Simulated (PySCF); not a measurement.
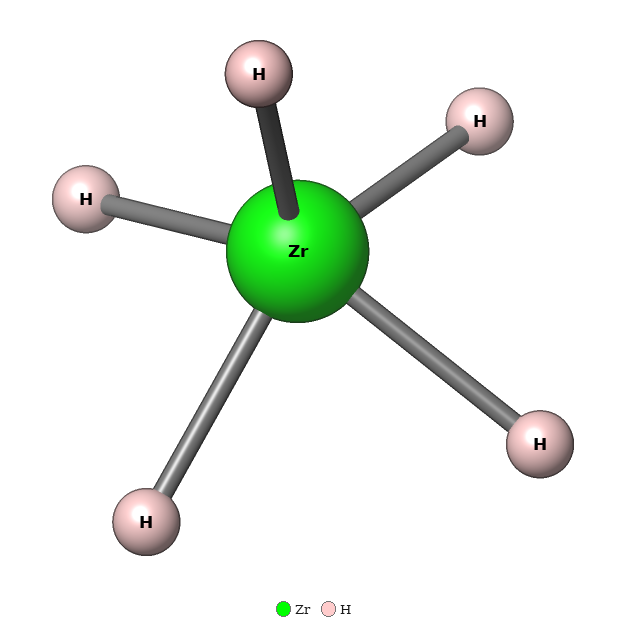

A molecule with one transition-metal atom. The species has charge −1 and is a spin singlet. The geometry was computed by an optimisation with PBE0/def2-TZVPD with core potentials.

### What is the coordination number of the metal, and which atoms bind to it?

Zr binds 5 atoms: 5 H at 1.90–1.94 Å.

### What are the formal oxidation state of the metal and its number of d electrons?

Zr(IV), d⁰, counting the ligands as closed-shell ions or neutral donors.

The search tried a few shapes and spins; others may lie lower.
